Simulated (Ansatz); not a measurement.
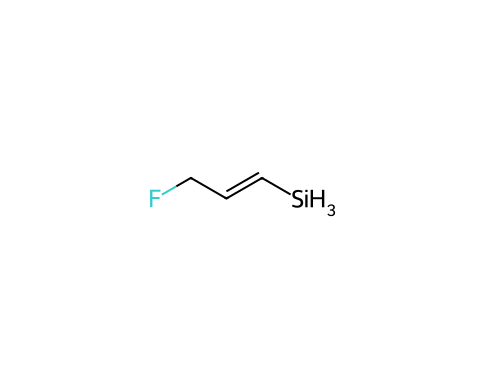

A structural formula.

> Write the SMILES.

FC/C=C/[SiH3]

> Give the formula, hydrogens included.

C3H7FSi.

> An optimisation with PBE0-D4/def2-TZVP gave a structure of which point group?

Cs. Other conformers may differ.

More results for the same structure follow; atom numbers are the same in all pictures, views and colours differ. The computed structure is the end point of a PBE0-D4/def2-TZVP optimisation.

## Geometry

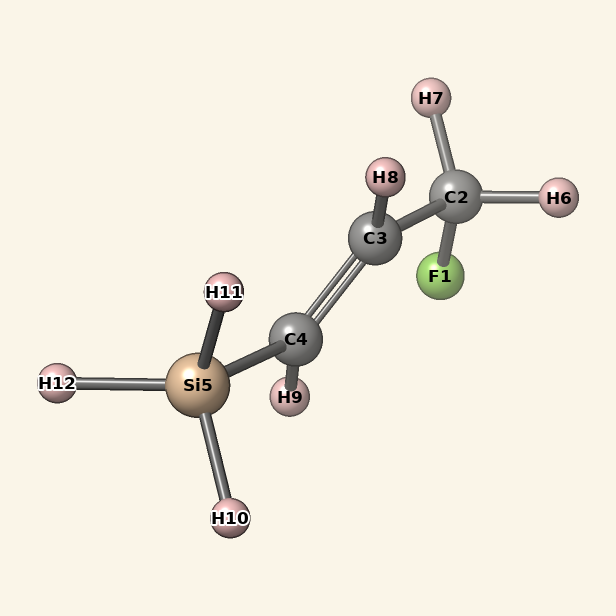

Distant atoms are faded towards the background colour.

> Find the stereocentres and stereogenic double bonds.

Double bonds: C3=C4.

> What are the Cahn–Ingold–Prelog descriptors?

C3=C4: E.

## Electronic properties

Method: RKS CAM-B3LYP-D4/def2-TZVPP (Ansatz 0.2.0).

> Give the dispersion correction at this level.

−18.3 kJ/mol.

> Estimate the HOMO energy (Kohn–Sham orbital).

−9.11 eV.

> Give the LUMO energy (Kohn–Sham orbital) at this level.

0.75 eV.

## Dipole moment

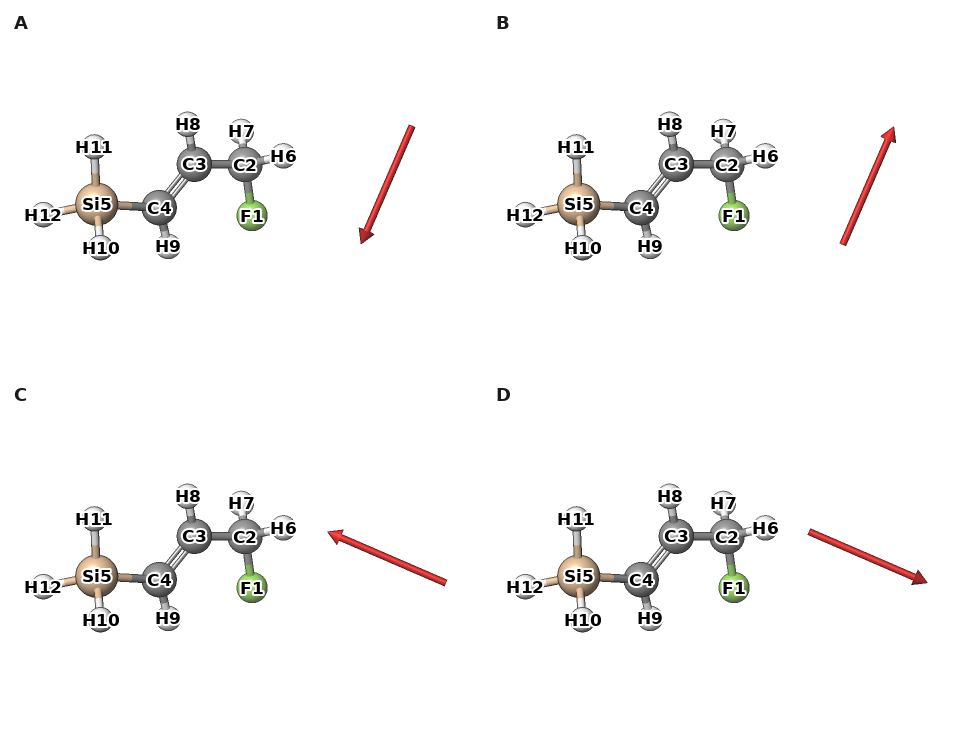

The same molecule four times, each with an arrow. Level of theory: RKS PBE-D4/def2-TZVPP (Ansatz 0.2.0).

> Which arrow points along the dipole moment, from the negative to the positive end?

B. The dipole moment is 1.59 D; it points from the side of H10, H12 to the side of H6, H7, H8 (the outermost atoms at the two ends).

## Vibrations

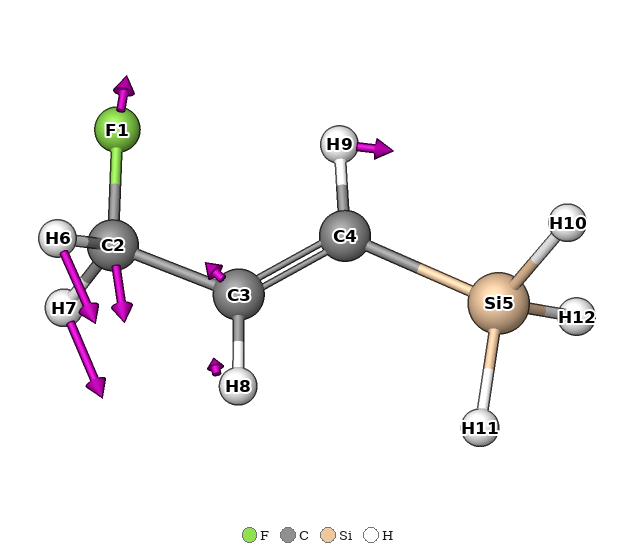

The arrows show one normal mode. Harmonic vibrations computed with RKS PBE0-D4/def2-TZVP (Ansatz 0.2.0) at a stationary point of the same level.

> Estimate its harmonic wavenumber.

1137 cm⁻¹; it is mode 17 of 30 counted from the lowest.
